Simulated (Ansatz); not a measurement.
# (CdS)3(BeTe)1 [001] superlattice, started as zinc blende: phonons and vibrational spectra, part 3 of 3

Aim: the vibrations of (CdS)3(BeTe)1 [001] superlattice, started as zinc blende, their spectra, and whether the structure is stable.

Ansatz 0.2.0; DFT LDA, scalar-relativistic, plane waves, PAW.

So far. Step 4 (Tight relaxation): The largest force component left is 0.94 meV/Å and the pressure is 0.001 GPa, within the tolerances set. The cell now holds 23.11 Å³/atom. The relaxed cell has a, b, c = 3.944, 4.030, 11.628 Å (conventional setting).

The structure was built from a prototype and need not be the compound's stable phase.

In doubt: the program warns that the response may not be converged on this k-mesh (step 5), which bears on the force constants and all frequencies.

**5. Modes at Γ (continued)**

Activity x (w_L - w)^4 (n + 1)/w, 532 nm, 300 K; the tensors are static ones, while 532 nm light lies above the computed direct gap, where resonance would change the heights; modes without the macroscopic field alone. Raman lines, with heights relative to the strongest:

```csv
position (cm⁻¹),relative intensity
43,10
44,0.1
48,0.1
49,2.4
76,14
100,3.1
103,46
122,13
159,19
173,55
252,0.3
254,0.2
257,39
270,0.1
271,1.8
282,21
284,2.7
300,0.2
307,33
458,4.0
487,100
```

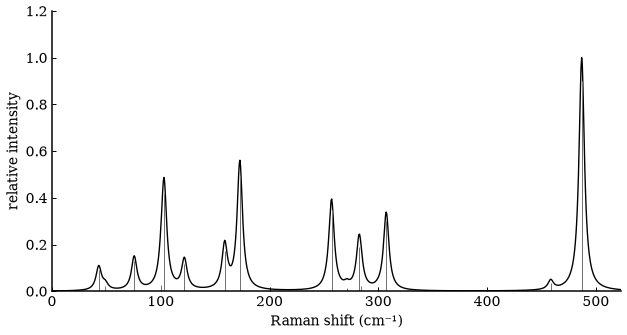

The Raman spectrum, broadened with Lorentzians of width 6 cm⁻¹; bars mark the lines.

Static second-order susceptibility (pm/V), twice the coefficient d of second-harmonic generation. Second order susceptibility, by row:

```
field along     xx     yy     zz      yz      xz      xy
          x      0      0      0  -30.89   121.5       0
          y      0      0      0   121.5  -30.89       0
          z  121.5  121.5  87.54       0       0  -30.89
```

Before it was imposed, the acoustic sum rule was missed by 7.1e-5 eV/Å² and the charge sum rule by 0.019 e. Small misses are needed for a sound result but don't prove that mesh and cutoff are converged. The lowest optical mode is real, 43.0 cm⁻¹.

The log warns of the k mesh: “the force constants stand on the 8×8×4 k-mesh, whose period is 9.01 times the interband length at k = (0.0000, 0.0000, 0.0000), direct gap 0.531 eV, under 14: take them and everything formed from them as unconverged”.

**6. Another isotope, element Cd, natural mass 112.414 amu**

An isotope changes the mass and not the force constants, so no new electronic calculation is needed; the shifts show which modes move this element.

The same force constants with the mass of Cd changed from 112.414 to 115.905 u (phonopy, no LO-TO term). Both lists are sorted by frequency; levels can cross, so a row need not hold one and the same mode. Modes under 3 cm⁻¹ are left out. Isotope shifts, by row:

| q | rank | natural mass (cm⁻¹) | changed mass (cm⁻¹) |
| --- | --- | --- | --- |
| 0 0 0 | 4 | 43.03 | 42.57 |
| 0 0 0 | 5 | 43.71 | 43.25 |
| 0 0 0 | 6 | 48.32 | 47.7 |
| 0 0 0 | 7 | 49.07 | 48.44 |
| 0 0 0 | 8 | 75.64 | 75.15 |
| 0 0 0 | 9 | 100.4 | 99.42 |
| 0 0 0 | 10 | 103 | 102.7 |
| 0 0 0 | 11 | 121.7 | 120.4 |
| 0 0 0 | 12 | 158.8 | 158 |
| 0 0 0 | 13 | 172.7 | 170.9 |
| 0 0 0 | 14 | 252.3 | 251.6 |
| 0 0 0 | 15 | 254 | 253.2 |
| 0 0 0 | 16 | 257 | 256.5 |
| 0 0 0 | 17 | 270.4 | 269.9 |
| 0 0 0 | 18 | 271 | 270.4 |
| 0 0 0 | 19 | 282.4 | 281.8 |
| 0 0 0 | 20 | 283.9 | 283.4 |
| 0 0 0 | 21 | 300.1 | 300.1 |
| 0 0 0 | 22 | 307.3 | 306.9 |
| 0 0 0 | 23 | 458.5 | 458.5 |
| 0 0 0 | 24 | 487 | 487 |

A mode of this element alone would shift by -1.52 %. The highest zone-centre frequency without the field goes from 487.0 to 487.0 cm⁻¹ (-0.0 %). The product of the frequency ratios over all optical modes at Γ is 0.896; the product rule, (m/m′)^(3k/2) (M′/M)^(3/2) with k = 3 such atoms and M the mass of the cell, gives 0.896.

**7. Isotope substitution, element S, natural mass 32.06 amu**

The same for S, from 32.06 to 33.97 u.

A mode of this element alone would shift by -2.85 %. The highest zone-centre frequency without the field goes from 487.0 to 486.1 cm⁻¹ (-0.2 %). The product of the frequency ratios over all optical modes at Γ is 0.783; the product rule, (m/m′)^(3k/2) (M′/M)^(3/2) with k = 3 such atoms and M the mass of the cell, gives 0.783.

**8. Another isotope, element Te, natural mass 127.6 amu**

The same for Te, from 127.60 to 129.91 u.

The same force constants with the mass of Te changed from 127.600 to 129.906 u (phonopy, no LO-TO term). Both lists are sorted by frequency; levels can cross, so a row need not hold one and the same mode. Modes under 3 cm⁻¹ are left out. Isotope shifts, by row:

```csv
q,rank,natural mass (cm⁻¹),changed mass (cm⁻¹)
0 0 0,4,43.03,42.95
0 0 0,5,43.71,43.65
0 0 0,6,48.32,48.31
0 0 0,7,49.07,49.07
0 0 0,8,75.64,75.29
0 0 0,9,100.4,100.1
0 0 0,10,103,103
0 0 0,11,121.7,121.6
0 0 0,12,158.8,158.1
0 0 0,13,172.7,172.2
0 0 0,14,252.3,252.3
0 0 0,15,254,253.9
0 0 0,16,257,256.9
0 0 0,17,270.4,270.4
0 0 0,18,271,271
0 0 0,19,282.4,282.4
0 0 0,20,283.9,283.9
0 0 0,21,300.1,300.1
0 0 0,22,307.3,307.3
0 0 0,23,458.5,458.3
0 0 0,24,487,487
```

A mode of this element alone would shift by -0.89 %. The highest zone-centre frequency without the field goes from 487.0 to 487.0 cm⁻¹ (-0.0 %). The product of the frequency ratios over all optical modes at Γ is 0.980; the product rule, (m/m′)^(3k/2) (M′/M)^(3/2) with k = 1 such atoms and M the mass of the cell, gives 0.979.

**9. What came out**

```json
{
 "space group after relaxation (within 0.01 Å)": "Pmm2",
 "volume per atom": "23.1 Å³",
 "gap on the k-mesh": "0.497 eV",
 "highest optical mode at the zone centre (no LO-TO term)": "487 cm⁻¹",
 "top of the zone-centre spectrum with the field": "495 cm⁻¹",
 "lowest optical zone-centre mode": "43.0 cm⁻¹",
 "mean high-frequency dielectric constant": "7.19",
 "mean static dielectric constant": "10.6",
 "largest Born charge (third of the trace)": "-2.19 e",
 "imaginary modes at Γ (the only wavevector solved)": "none"
}
```

The structure is stable against zone-centre distortions, since no mode there is imaginary; other wavevectors were not solved, so zone-boundary instabilities are untested. Without the field, the optical modes at Γ span 43 to 487 cm⁻¹. No dispersion was computed. The highest mode in this list at Γ, 487.0 cm⁻¹, is mostly motion of Be (92 % of the kinetic energy). With the macroscopic field of the longitudinal modes the top of the zone-centre spectrum lies at 495 cm⁻¹, against 487 cm⁻¹ without it. Lattice motion raises the mean dielectric constant from 7.186 to 10.62. The strongest infrared line is at 300 cm⁻¹. Averaged over orientations, the strongest Raman line at 532 nm and 300 K is at 487 cm⁻¹, among the modes without the field; their longitudinal partners can be Raman active too. The tensors are the static, non-resonant ones, while 532 nm light (2.33 eV) lies above the computed gap. With the field response the log warns that the k mesh is coarse for the force constants too, so the frequencies may not be converged. Spin-orbit coupling is left out, which can matter for the heavy elements here. The starting cell was built on a prototype and not taken from a measurement, so the phase need not exist. These are harmonic frequencies at zero temperature: anharmonic shifts, linewidths and thermal expansion are left out.

[Logs are printed without paths, hosts, clocks, repeated set-up lines and the standing remarks that a program may print on its own settings, such as how far it seeks lower states.]

[Hosts, paths, dates, database ids (printed as entryN), source tags and the programs' standing remarks are cut or masked in the printed files.]
